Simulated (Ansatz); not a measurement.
C$_{2}$HF$_{2}$ (SMILES [CH-]=C(F)F) (charge −1)

```xyz
5

C    -0.2054   -0.1893   -0.2288
C     0.6329   -1.0283    0.3301
F    -1.3342    0.5055    0.2934
F    -0.2047    0.2566   -1.5373
H     0.3294   -1.1541    1.3872
```

Geometry: r2SCAN-D4/def2-SVPD.

The calculation used isolated molecule in a Gaussian basis; Kohn-Sham density functional theory, functional PBE0 (Ansatz 0.2.0).

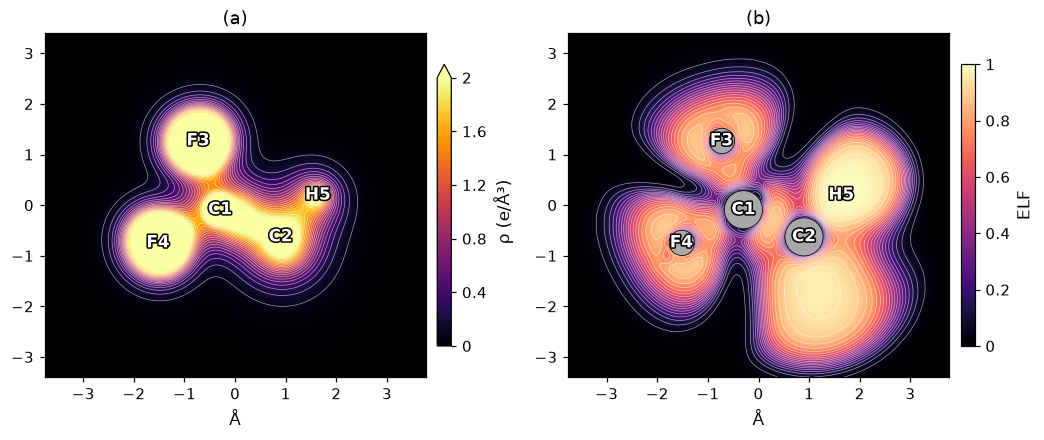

Figure 1. (a) electron density; (b) ELF on the molecular plane. Grey discs cover the atomic cores in the ELF map.

### Describe what can be read from this map.

- Atoms in the plane: C, F and H.
- C–C (1.31 Å): the density is about 2.4 e/Å³ at the midpoint; the ELF peaks at about 0.90 between the atoms; a short, multiple covalent bond.
- C–F (1.38 Å): ρ is about 2.1 e/Å³ halfway, with its minimum of 1.6 e/Å³ about 0.5 Å from C; the ELF peaks at about 0.85 between the atoms: a shared but strongly polarised pair.
- C–H (1.11 Å): ρ is about 1.8 e/Å³ halfway; the ELF climbs to about 1 towards the hydrogen, as it does in any bond to H: an ordinary covalent bond to hydrogen.
- C–F (1.42 Å): the density is about 1.8 e/Å³ at the midpoint, with its minimum of 1.5 e/Å³ about 0.5 Å from C; the ELF peaks at about 0.80 between the atoms (a shared but strongly polarised pair).
- The ELF also peaks beside C2, F4 and F3, away from the bonds: lone-pair regions.

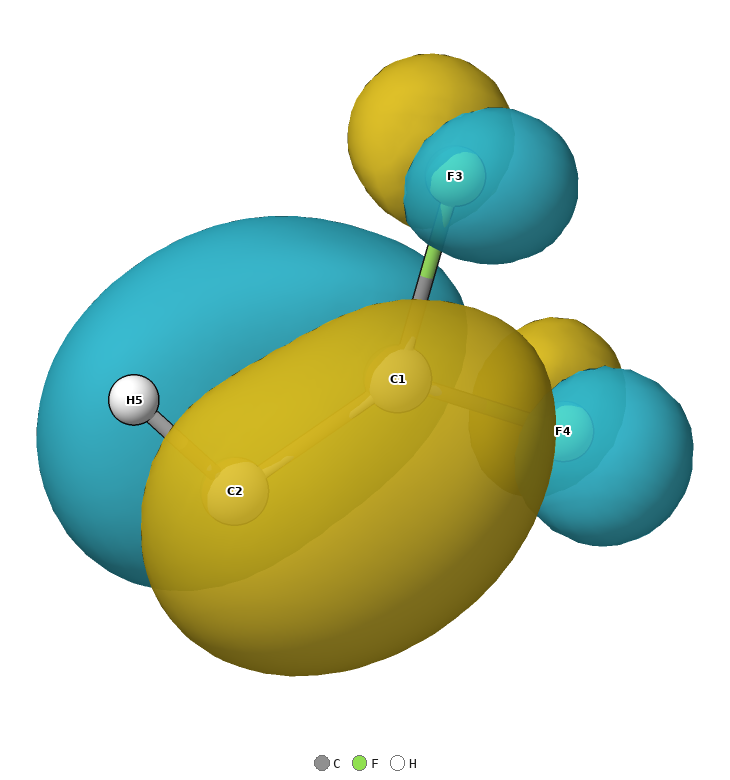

Figure 2. The HOMO−1 at ±0.1 Å⁻³ᐟ² (yellow and cyan are the two phases), seen at a tilt.

### Describe this orbital and give its energy.

By Hirshfeld shares it lies mainly on C2 (about 40 %), C1 (about 35 %), F4 (about 10 %) and F3 (about 10 %); it changes sign across the molecular plane (π type); π-bonding across C1–C2. Its energy is −1.07 eV.
